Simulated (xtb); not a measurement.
**SnH₃ClO: geometry relaxation (part 3 of 3)**

SnH₃ClO, SMILES [OH][SnH2][Cl]; GFN0-xTB (xtb 6.7.1). 

Geometry of the input (Å):
```
O  -1.3664  -0.5008  -0.2841
Sn 0.2128  0.4085  0.1671
Cl 1.7481  -1.3561  0.6393
H  -1.4144  -1.2428  -1.0267
H  0.8120  1.2580  -1.1341
H  -0.1036  1.3076  1.5986
```

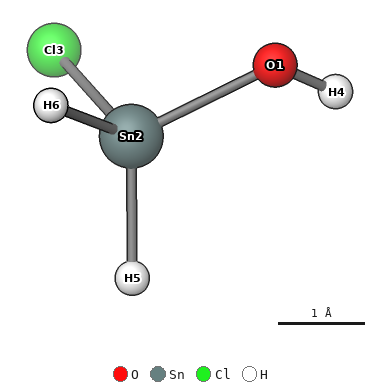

*The geometry at step 14 of the log (ball-and-stick view, seen at a tilt; atoms are numbered from 1 in the order of the input).*

Trajectory as extended XYZ, continued
```
6
Properties=species:S:1:pos:R:3 step=12 energy=-316.24640
O    -1.4128   -0.6210   -0.2087
Sn    0.2227    0.2997    0.1426
Cl    1.8028   -1.3070    0.7101
H    -1.4497   -1.0468   -1.0669
H     0.8077    1.2786   -1.0831
H    -0.0823    1.2708    1.4661
6
Properties=species:S:1:pos:R:3 step=13 energy=-316.24644
O    -1.4128   -0.6206   -0.2089
Sn    0.2236    0.3002    0.1425
Cl    1.8022   -1.3074    0.7098
H    -1.4490   -1.0470   -1.0657
H     0.8077    1.2788   -1.0838
H    -0.0833    1.2702    1.4664
6
Properties=species:S:1:pos:R:3 step=14 energy=-316.24646
O    -1.4109   -0.6252   -0.2074
Sn    0.2243    0.2988    0.1424
Cl    1.8031   -1.3071    0.7127
H    -1.4518   -1.0416   -1.0687
H     0.8058    1.2789   -1.0845
H    -0.0823    1.2706    1.4657
6
Properties=species:S:1:pos:R:3 step=15 energy=-316.24647
O    -1.4091   -0.6289   -0.2058
Sn    0.2244    0.2983    0.1428
Cl    1.8042   -1.3063    0.7142
H    -1.4538   -1.0365   -1.0712
H     0.8050    1.2772   -1.0853
H    -0.0825    1.2705    1.4655
6
Properties=species:S:1:pos:R:3 step=16 energy=-316.24647
O    -1.4087   -0.6308   -0.2056
Sn    0.2238    0.2980    0.1430
Cl    1.8049   -1.3054    0.7150
H    -1.4549   -1.0345   -1.0725
H     0.8049    1.2764   -1.0853
H    -0.0816    1.2706    1.4657
```

Results in brief

- outcome: converged
- electrons treated: 20
- total energy: −11.621843 hartree
- dispersion energy: −0.001159 hartree
- basis functions: 30
- HOMO: −11.79 eV
- LUMO: −6.52 eV
- dipole moment: 1.84 D
- hardware: 1 thread of Intel Xeon @ 2.70GHz, 189 GiB of memory available, shared host
- peak memory: 0.07 GiB

Notes

Settings chosen away from the usual ones: method = gfn0-xtb; task = optimise; opt_level = vtight; x = {}; partner = base.
